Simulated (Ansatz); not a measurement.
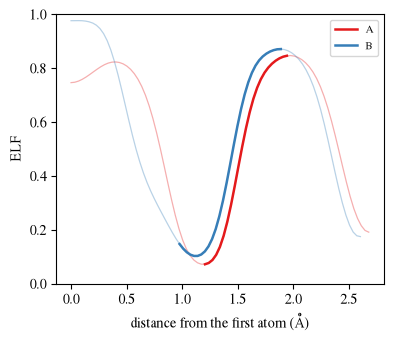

*Hf6CoCl8. ELF along straight lines between neighbouring atoms. Thin, pale parts lie inside the atomic spheres.*

Space group Fm-3m; built by placing these elements on a known structure type; computed pressure about −7 GPa in this cell; computed without spin polarisation.

Theory: DFT, PAW plane waves, r2SCAN (Ansatz).

Core electrons are frozen (PAW), and the valence fields are smoothed inside the atomic spheres.

Question: Which curve belongs to which contact (Co–Cl and Hf–Cl)? The first atom named is at distance zero.

Answer: Curve A: Hf–Cl (2.68 Å): the ELF peaks at about 0.85 in the valence shell of Cl, 0.7 Å from its nucleus, and is about 0.15 at the midpoint (no localised pair shows between them). Curve B: Co–Cl (2.60 Å): the ELF peaks at about 0.85 in the valence shell of Cl, 0.7 Å from its nucleus, and drops to about 0.10 between the two atoms; no shared electron pair shows on this line.
